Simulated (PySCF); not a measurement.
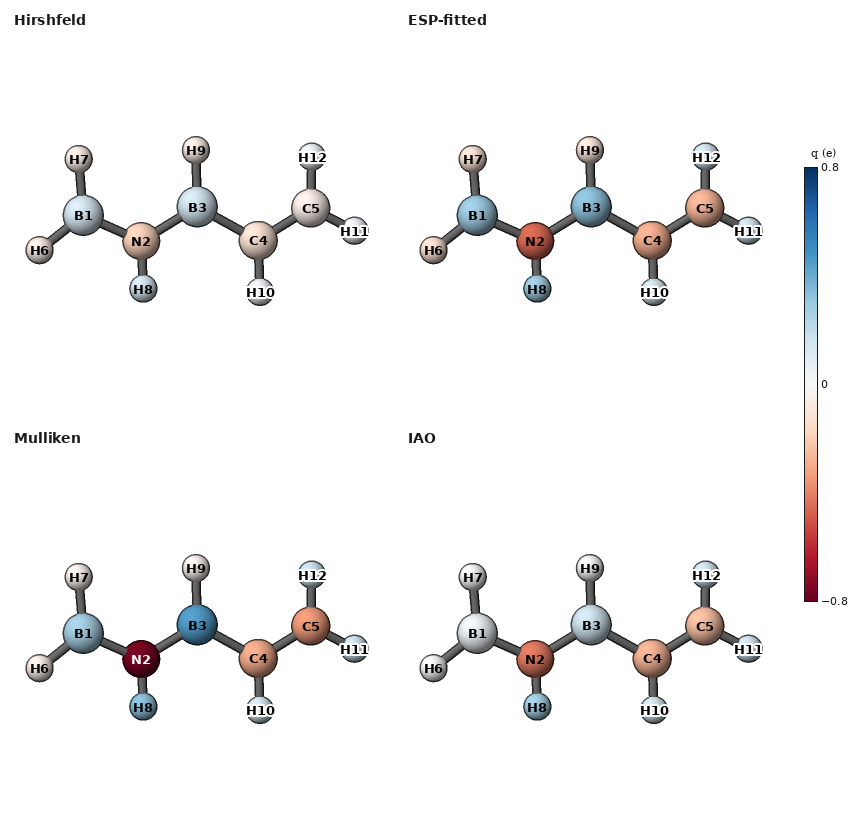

Atomic charges of one calculation by 4 schemes, on one colour scale. The computed structure is the end point of a PBE0-D3(BJ)/def2-SVP optimisation. No frequency run is at hand to confirm it as a minimum. Level of theory: PBE0/6-31G (PySCF 2.14.0).

On which atom do the schemes disagree most?

Answer. On N2 (from −0.76 to −0.18 e).

List the charges (e), one line for each set of equivalent atoms.

```tsv
atom	Hirshfeld	ESP-fitted	Mulliken	IAO
B1	0.13	0.29	0.26	0.04
N2	−0.18	−0.45	−0.76	−0.42
B3	0.14	0.32	0.45	0.16
C4	−0.12	−0.29	−0.30	−0.27
C5	−0.05	−0.27	−0.34	−0.24
H6	−0.07	−0.12	−0.05	0.00
H7	−0.06	−0.11	−0.04	0.01
H8	0.13	0.28	0.33	0.27
H9	−0.06	−0.09	−0.03	0.00
H10	0.04	0.14	0.14	0.14
H11	0.05	0.16	0.16	0.15
H12	0.05	0.14	0.17	0.15
```
